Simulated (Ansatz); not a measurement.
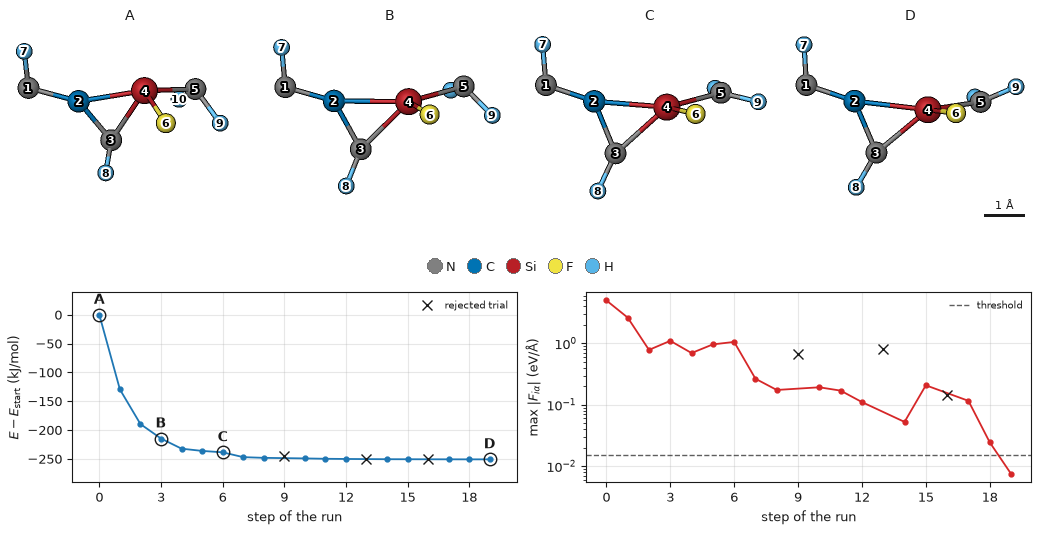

Frames of a relaxation of CH4FN3Si, marked on the history of the run. The picture is a ball-and-stick view, seen from a free direction.

The run prepares an end point of a later path (inversion) calculation, from a guessed geometry.

All numbers below come from RKS PBE/def2-SVP (Ansatz 0.2.0). (no spin polarisation; force threshold 0.015 eV/Å; at most 40 steps)

Q: Describe the path.

A: After 16 accepted moves (19 points after the start) the energy has fallen by 250.7 kJ/mol. Largest force component: 5 eV/Å at the start, 0.0075 eV/Å at the end. The line search rejected the trial steps at points 9, 13, 16 of the run. H9 moves most after the best rigid fit: 1.00 Å. Largest moves by element: H 1.00 Å, N 0.59 Å, Si 0.49 Å, F 0.37 Å, C 0.19 Å. Among the contacts that change: C2–Si4 1.722 → 1.865 Å, C2–N3 1.321 → 1.414 Å, Si4–N5 1.641 → 1.711 Å, N3–H8 0.964 → 1.029 Å. Among the angles between lasting bonds that change: Si4–N3–H8 117.6° → 160.3°, N3–Si4–N5 96.6° → 120.4°, N3–Si4–F6 99.8° → 119.7°. From step 0 to 3: H8 moves most (0.59 Å), energy −214.6 kJ/mol. From step 3 to 6: H9 moves most (0.41 Å), energy −23.9 kJ/mol. From step 6 to 19: H9 moves most (0.38 Å), energy −12.2 kJ/mol.

```csv
step,"E − E(0), kJ/mol","largest force component, eV/Å",note
0,0.00,5.0140,
1,-129.43,2.6342,
2,-189.52,0.7840,
3,-214.60,1.1013,
4,-232.18,0.6967,
5,-236.07,0.9641,
6,-238.52,1.0569,
7,-246.88,0.2658,
8,-248.10,0.1744,
9,-244.30,0.6669,rejected
10,-249.10,0.1928,
11,-249.74,0.1702,
12,-250.05,0.1108,
13,-249.58,0.8011,rejected
14,-250.47,0.0526,
15,-250.53,0.2079,
16,-250.41,0.1454,rejected
17,-250.66,0.1161,
18,-250.72,0.0245,
19,-250.72,0.0075,
```
